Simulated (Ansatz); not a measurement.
# Si3Br: from a guess to a relaxed structure

The task: take a trial cell of Si3Br to zero force and stress.

Method: DFT PBE, scalar-relativistic, plane waves, PAW, in Ansatz 0.2.0.

## Step 1: The structure to begin with

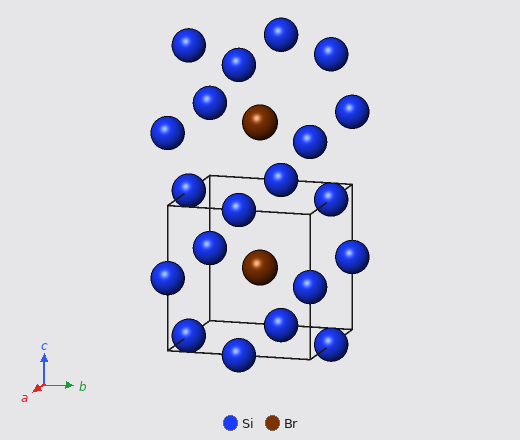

Start, viewed slightly off an axis; silicon blue, bromine brown. 1×1×2 cells are drawn. Atoms on the faces are drawn again on the opposite ones.

Structure file:

```
CELL_PARAMETERS angstrom
4.39654 0.00000 0.00000
0.00000 4.39654 0.00000
0.00000 0.00000 4.39654
ATOMIC_POSITIONS crystal
Si 0.50000 0.00000 0.00000
Si 0.00000 0.50000 0.00000
Si 0.00000 0.00000 0.50000
Br 0.50000 0.50000 0.50000
```

Recipe of the guess: random cell by space group and Wyckoff sites (Pm-3m, No. 221). The dimensions are guesses.

## Step 2: Probe: one point on a coarse mesh

input.yaml

```yaml
crystal:
  lattice:
    - [4.39653658, 0.0, 0.0]
    - [0.0, 4.39653658, 0.0]
    - [0.0, 0.0, 4.39653658]
  atoms:
    - { symbol: Si, position: [0.5, 0.0, 0.0] }
    - { symbol: Si, position: [0.0, 0.5, 0.0] }
    - { symbol: Si, position: [0.0, 0.0, 0.5] }
    - { symbol: Br, position: [0.5, 0.5, 0.5] }
basis:
  ecutwfc: 420
kpoints:
  mp_grid: { grid: [4, 4, 4] }
hamiltonian:
  xc: pbe
scf:
  occupations: { method: gaussian, width: 0.1 }
  lower_state_search: "off"
output:
  forces: true
  stress: true
  eigenvalues: true
```

On the command line:

```bash
> ansatz run input.yaml --threads 1 --pin off --max-ram 2560MiB --backend cpu --events-out ev --progress --plain --runs-dir out
```

The log of the run, shortened:

```text
[...]
SCF converged after 6 iterations
Free energy (F): -4686.733222 eV
[...]
E sigma→0 (E₀):  -4686.729715 eV
Entropy (-TS):   -0.007015 eV (-1.754 meV/atom)
Fermi energy:    6.845037 eV
[...]
--- Forces (eV/Å), atoms counted from 1 ---
  atom   1  Si    -0.00000000    -0.00000000    -0.00000000
  atom   2  Si    -0.00000000     0.00000000    -0.00000000
  atom   3  Si    -0.00000000    -0.00000000     0.00000000
  atom   4  Br     0.00000000     0.00000000    -0.00000000
[...]
--- Stress (GPa, compression-positive) ---
       -4.636265       0.000000       0.000000
        0.000000      -4.636265       0.000000
        0.000000       0.000000      -4.636265
  P = ⅓ Tr σ = -4.6363 GPa (-46.363 kbar)
--- Band table (eV; the first three rows and the last of 10) ---
  k-point 0: bands = ["-9.6018", "-2.5523", "1.5429", "1.5429", "1.5429", "2.0640", "2.0640", "6.4269", "6.4269", "6.4269", "9.0153", "9.0153", "9.0153", "10.8153"]
[...]
```

Wall time 0.62 s (1 thread of Intel Xeon 6975P-C (Granite Rapids), shared host); peak memory 0.35 GiB.

The probe gives pressure -4.6 GPa, largest force 0.00 eV/Å, gap on this mesh none (metal). A guess like this is first relaxed loosely on the coarse mesh.

## Step 3: Coarse relaxation

Edit input.yaml of step 2 so:

```diff
@@ -23 +23,6 @@
   eigenvalues: true
+relax:
+  adjacent_minimum: "off"
+  f_tol: 0.04
+  max_steps: 70
+  cell: { stress_tol: 0.4 }
```

On the command line:

```bash
> ansatz run input.yaml --threads 1 --pin off --max-ram 2560MiB --backend cpu --events-out ev --progress --plain --runs-dir out
```

The log of the run, shortened:

```text
Warning: RAYON_NUM_THREADS=1 ignored (pool sized by the plan → 1); use --threads N
[...]
Pseudopotentials: kind: paw
Pseudopotential: Si, paw, valence charge 4, recommended cutoff 420 eV (normal), Si.paw.azcp
Pseudopotential: Br, paw, valence charge 7, recommended cutoff 420 eV (normal), Br.paw.azcp
Functional definition: PBE
[...]
Crystal: 4 atoms, lattice volume = 84.983 Å³
Basis set: ecut = 420 eV, 1647 PW (Γ), exchange–correlation on 60×60×60 points (8 copies of the dense FFT grid, shifted against one another)
Bands: 14, of which v1, the nominal top of the filled ones, is band 10 counted from 1 (9 counted from 0)
Symmetry: 48 space group operations
Space group: Pm-3m (ITA 221), of the structure as read, at distance tolerance 4.4e-5 Å
k-points: 10 of 64
[...]
SCF iter   1: F=—  HF=-4686.738824 eV  |F-HF|=—  |Δ(HF+E_count)|=         —  Δρ=3.32e-3  dr2=1.73e-2  ethr=1.77e-3  ⟨swp⟩=6.3  Hψ=857  notcnv=0
[...]
       -0.000000      -0.000000       0.348431
  P = ⅓ Tr σ = 0.3484 GPa (3.484 kbar)
--- Band table (eV; the first three rows and the last of 10) ---
  k-point 0: bands = ["-8.8536", "-1.5583", "2.2918", "2.2918", "2.2918", "3.4964", "3.4964", "7.8018", "7.8018", "7.8018", "10.5552", "10.5552", "10.5552", "12.0849"]
[...]
--- Relaxed structure (2 steps of the walk, 2 accepted, 1 SCFs on fresh bases) ---
  F+E_penalty+E_count = -4686.86550292 eV   max|allowed force component| = 5.958e-31 eV/Å   (the final SCF, on the basis selected at the relaxed cell)
  cell:  # Å, volume = 75.9994 Å³
    - [4.235812307188201, -1.0311749910573324e-33, -1.0271626370065257e-33]
    - [-1.0311749910573324e-33, 4.235812307188201, 2.5679065925163143e-34]
    - [-1.0271626370065257e-33, 2.5679065925163143e-34, 4.235812307188201]
  atoms:
    - { symbol: Si, position: [0.5, -1.2548483833743549e-36, -2.509696766748731e-36] }
    - { symbol: Si, position: [-2.6465893176622997e-35, 0.5, -2.5096967667487365e-36] }
    - { symbol: Si, position: [-2.2815425152261198e-35, 1.1407712576130353e-37, 0.5] }
    - { symbol: Br, position: [0.5, 0.5, 0.5] }
```

Run time: 2 s. Hardware: 1 thread of Intel Xeon 6975P-C (Granite Rapids), shared host; peak memory 0.36 GiB.

The steps of the relaxation:

```
step  energy from step 1 (eV/cell)  largest force component (eV/Å)  pressure (GPa)  volume (Å³)
   1                        0.0000                          0.0000           -4.64        84.98
   2                       -0.1329                          0.0000            0.35        76.00
   3                       -0.1323                          0.0000            0.35        76.00
```

Step 1 is the start. Step 3 repeats the geometry before it on a plane-wave basis chosen anew for that cell, so its energy need not be comparable with the rows above.

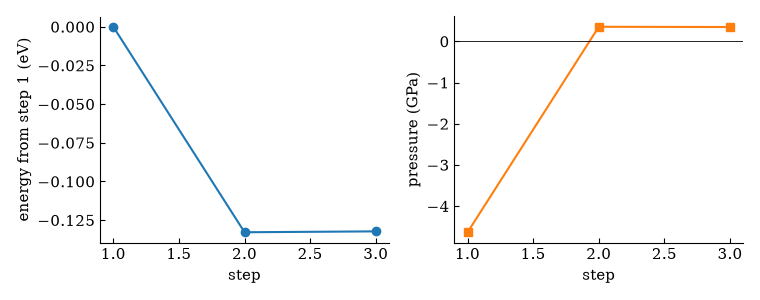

Energy and pressure along the relaxation.

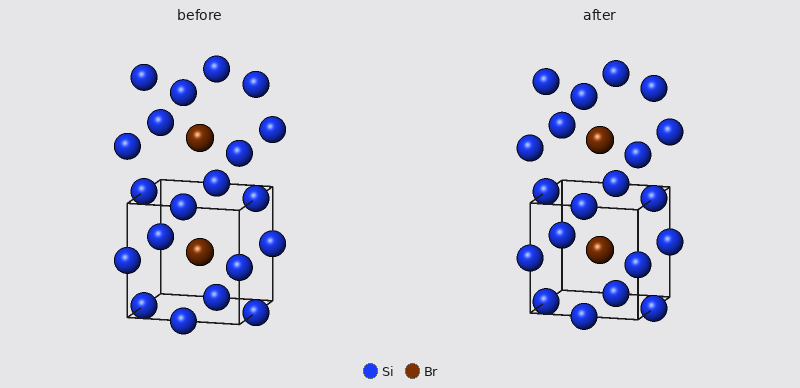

Before and after, at one scale.

|  | before | after | change |
| --- | --- | --- | --- |
| a (Å) | 4.397 | 4.236 | -3.7 % |
| b (Å) | 4.397 | 4.236 | -3.7 % |
| c (Å) | 4.397 | 4.236 | -3.7 % |
| volume (Å³/atom) | 21.25 | 19.00 | -10.6 % |
| shortest distance (Å) | 3.109 | 2.995 | -3.7 % |
| space group (0.01 Å) | Pm-3m | Pm-3m | same |

Forces and stress were held to the start's 48 operations: a distortion of lower symmetry was not tested.

## Step 4: Full relaxation

The end of the coarse run is made exact in the group found at a tolerance of 0.06 Å and reduced to its primitive cell.

input.yaml

```yaml
crystal:
  lattice:
    - [4.2358123072, 0.0, 0.0]
    - [0.0, 4.2358123072, 0.0]
    - [0.0, 0.0, 4.2358123072]
  atoms:
    - { symbol: Si, position: [0.5, 0.0, 0.0] }
    - { symbol: Si, position: [0.0, 0.5, 0.0] }
    - { symbol: Si, position: [0.0, 0.0, 0.5] }
    - { symbol: Br, position: [0.5, 0.5, 0.5] }
basis:
  ecutwfc: 420
kpoints:
  mp_grid: { grid: [12, 12, 12] }
hamiltonian:
  xc: pbe
scf:
  occupations: { method: gaussian, width: 0.1 }
output:
  forces: true
  stress: true
  eigenvalues: true
relax:
  adjacent_minimum: "off"
  f_tol: 0.01
  max_steps: 80
  cell: { stress_tol: 0.05 }
```

On the command line:

```bash
> ansatz run input.yaml --threads 1 --pin off --max-ram 2560MiB --backend cpu --events-out ev --progress --plain --runs-dir out
```

The log of the run, shortened:

```text
Warning: RAYON_NUM_THREADS=1 ignored (pool sized by the plan → 1); use --threads N
[...]
[... 4 set-up lines as earlier in the session ...]
[...]
Crystal: 4 atoms, lattice volume = 75.999 Å³
Basis set: ecut = 420 eV, 1503 PW (Γ), exchange–correlation on 60×60×60 points (8 copies of the dense FFT grid, shifted against one another)
Bands: 14, of which v1, the nominal top of the filled ones, is band 10 counted from 1 (9 counted from 0)
[... 1 set-up line as earlier in the session ...]
Space group: Pm-3m (ITA 221), of the structure as read, at distance tolerance 4.2e-5 Å
k-points: 84 of 1728
[...]
SCF iter   1: F=—  HF=-4686.784693 eV  |F-HF|=—  |Δ(HF+E_count)|=         —  Δρ=2.93e-3  dr2=1.10e-2  ethr=1.77e-3  ⟨swp⟩=6.2  Hψ=7515  notcnv=0
[...]
       -0.000000       0.045137      -0.000000
        0.000000      -0.000000       0.045137
  P = ⅓ Tr σ = 0.0451 GPa (0.451 kbar)
--- Band table (eV; the first three rows and the last of 84) ---
  k-point 0: bands = ["-8.8371", "-1.4605", "2.3455", "2.3455", "2.3455", "3.6579", "3.6579", "7.9259", "7.9259", "7.9259", "10.7354", "10.7354", "10.7354", "12.2052"]
[...]
--- Relaxed structure (2 steps of the walk, 2 accepted, 1 SCFs on fresh bases) ---
  F+E_penalty+E_count = -4686.78321008 eV   max|allowed force component| = 1.026e-30 eV/Å   (the final SCF, on the basis selected at the relaxed cell)
  cell:  # Å, volume = 75.1292 Å³
    - [4.219583281001594, 1.925929944387236e-34, -6.419766481290786e-35]
    - [6.419766481290786e-35, 4.219583281001594, 0.0]
    - [0.0, 0.0, 4.219583281001594]
  atoms:
    - { symbol: Si, position: [0.5, -3.182152775399708e-37, 2.9601421166508506e-38] }
    - { symbol: Si, position: [-3.4337648553150776e-36, 0.5, 2.960142116650931e-38] }
    - { symbol: Si, position: [-2.9601421166509295e-36, -1.1100532937440986e-37, 0.5] }
    - { symbol: Br, position: [0.5, 0.5, 0.5] }
```

Wall time 10 s (1 thread of Intel Xeon 6975P-C (Granite Rapids), shared host); peak memory 0.44 GiB.

Relaxation path:

```csv
step,energy from step 1 (eV/cell),largest force component (eV/Å),pressure (GPa),volume (Å³)
1,0.0000,0.0000,-0.50,76.00
2,-0.0013,0.0000,0.05,75.13
3,-0.0013,0.0000,0.05,75.13
```

Step 1 is the start. Step 3 repeats the geometry before it on a plane-wave basis chosen anew for that cell, so its energy need not be comparable with the rows above.

|  | before | after | change |
| --- | --- | --- | --- |
| a (Å) | 4.236 | 4.220 | -0.4 % |
| b (Å) | 4.236 | 4.220 | -0.4 % |
| c (Å) | 4.236 | 4.220 | -0.4 % |
| volume (Å³/atom) | 19.00 | 18.78 | -1.1 % |
| shortest distance (Å) | 2.995 | 2.984 | -0.4 % |
| space group (0.01 Å) | Pm-3m | Pm-3m | same |

Forces and stress were held to the start's 48 operations: a distortion of lower symmetry was not tested.

## Step 5: Outcome

| quantity | value |
| --- | --- |
| symmetry at the end (tolerance 0.05 Å) | space group Pm-3m (No. 221) |
| conventional cell | a = 4.220 Å, b = 4.220 Å, c = 4.220 Å, α = 90.00°, β = 90.00°, γ = 90.00° |
| volume | 18.78 Å³/atom |
| energy over the elements | +0.96 eV/atom |
| gap on the mesh | none (metal) |

In words: The space group Pm-3m (No. 221) is kept, and the volume per atom shrinks by 11.6 % from the first guess. The formation energy is positive, so the separate elements lie lower. No finished test with a distortion of lower symmetry is shown, so the end may be a saddle point. The final runs have no spin polarisation, so no magnetic state was tried and one may lie lower.
